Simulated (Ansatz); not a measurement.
The compound is MnSe (P4/nmm).

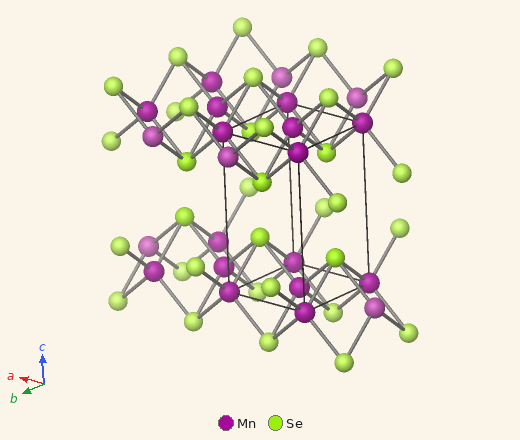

The structure (manganese purple, selenium green). 2×1×1 cells are drawn. Some periodic images of atoms are drawn too.

```xyz
4
Lattice="0.0000 -2.5550 -2.5550 0.0000 -2.5550 2.5550 -6.2464 0.0000 0.0000" Properties=species:S:1:pos:R:3 pbc="T T T"
Mn    0.0000    0.0000    0.0000
Mn    0.0000   -2.5550    0.0000
Se   -4.6867   -1.2775   -1.2775
Se   -1.5596   -1.2775    1.2775
```

The cell and positions are those that the Materials Project relaxed with its own functionals (PBE, PBE+U or r2SCAN), kept fixed. PAW set soft_2, made with PBE.

A constrained-RPA run (Ansatz 0.2.0; non-magnetic LDA; Mn d + anion p, bands v11 to c5, 4×4×4 mesh, medium accuracy) builds 16 functions on bands 8.3 eV wide, with 22.0 electrons in the window. The bare on-site interaction is 20.1 eV and the bare J 0.68 eV.

Q: What U and J survive the screening?

On the Mn d shell, U = 6.89 eV (34 % of the bare value), U′ = 5.81 eV, J = 0.55 eV.

The parent state is non-magnetic and the interaction static (zero frequency); U depends on the window and the orbitals, so it belongs to this model alone. A window that holds the anion p bands defines a model with explicit ligands; its U belongs to that model and is not the U of DFT+U.

[Paths, hosts, dates, memory and timing lines, banners, echoed tables and standing remarks are left out of the program output.]

[Logs are printed without paths, hosts, clocks, repeated set-up lines and the standing remarks that a program may print on its own settings, such as how far it seeks lower states.]

[Runs of the session that timed out or met a known fault of the program may be left out.]

[Hosts, paths, dates, database ids (printed as entryN), source tags and the programs' standing remarks are cut or masked in the printed files.]
